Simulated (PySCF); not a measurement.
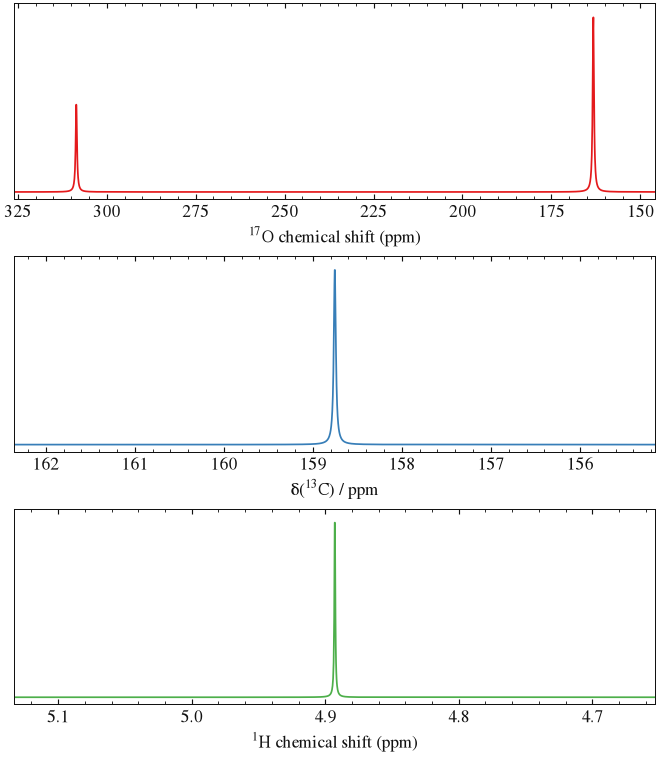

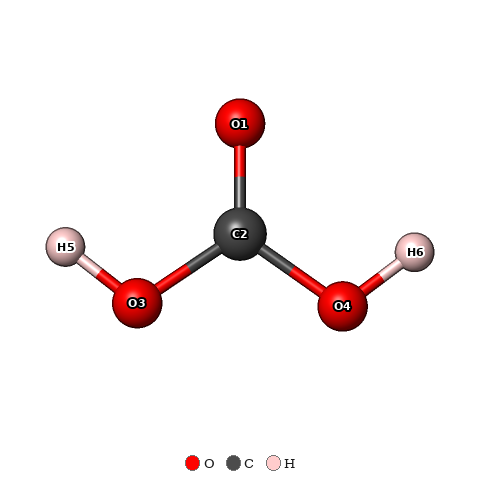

Spectrum and numbered structure of CH₂O₃, SMILES O=C(O)O. GIAO shifts, PBE0/pcSseg-1 in PySCF 2.14.0, at a PBE0-D3(BJ)/def2-SVP geometry (no frequency check), against H₂O for ¹⁷O, TMS for ¹³C and TMS for ¹H computed at the same level (¹⁷O: a single water molecule, while the usual scale starts at liquid water and gives values some tens of ppm lower). Gas phase, fully decoupled, line heights follow the number of nuclei, widths are arbitrary (no quadrupolar broadening); values of one conformer, averaged over methyl-type rotors and exact or near symmetry. Protons on N, O or S are those of the isolated molecule, without hydrogen bonds to neighbours or exchange.

Question: Which atoms give which ¹⁷O line?

Answer:
```csv
δ (ppm),nuclei,atoms
308.6,1,O1
163.2,2,"O3, O4"
```

Question: Where does the ¹³C line lie?

Answer: At 158.8 ppm (C2).

Question: Where does the ¹H line lie?

Answer: At 4.89 ppm (H5 and H6).
